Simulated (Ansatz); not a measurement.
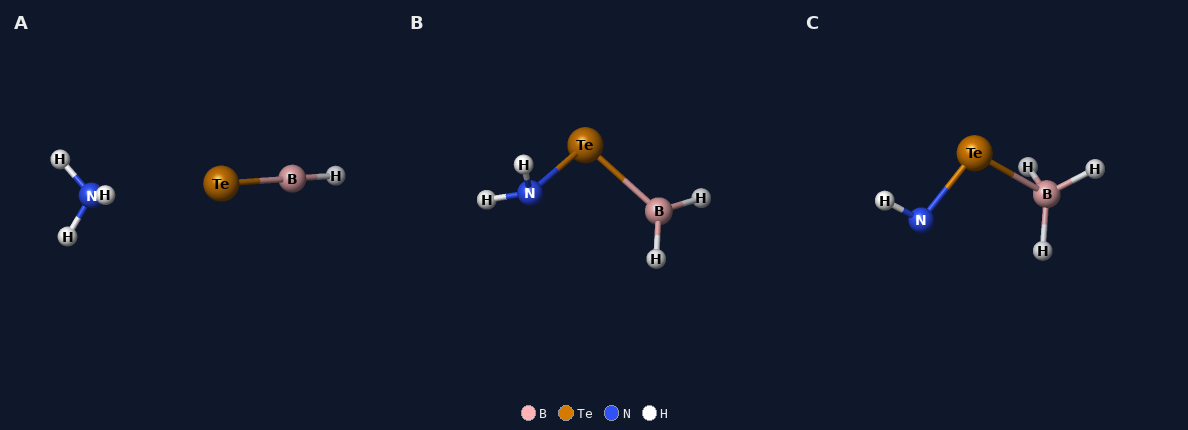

3 stationary structures of one formula. Geometries: PBE0-D4/def2-TZVP. Electronic energies: RHF-CCSD(T) (frozen core)/def2-TZVPP (Ansatz 0.2.0), without zero-point energy. No frequency run is at hand to confirm each as a minimum. Each is one conformer, not always the lowest.

> Which structure is the most stable?

A is lowest; B lies 3.2 kcal/mol above it (Cs), C lies 48.8 kcal/mol above it (C1).
